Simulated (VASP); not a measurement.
Band structure of Mg₃Sb₂ (space group P-3m1). All values below come from PBEsol GGA, VASP's PBE PAW potentials (set 64) (plane waves; VASP 6.6.1).

Unless said otherwise, spin-orbit coupling is left out, though it shifts the bands of the heavy elements here.

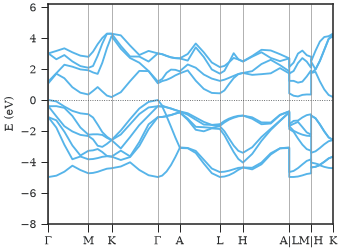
Fig. 1. Bands along high-symmetry lines, zero at the valence-band maximum or, without a gap, the Fermi level

**Question.** Read the plot: is there a gap, and where are the band edges?

**Answer.** The gap is indirect, 0.19 eV, from the valence maximum at Γ to the conduction minimum at K.

The structure is a typed Mg3Sb2 crystal (P-3m1). The cell was not relaxed at this level.
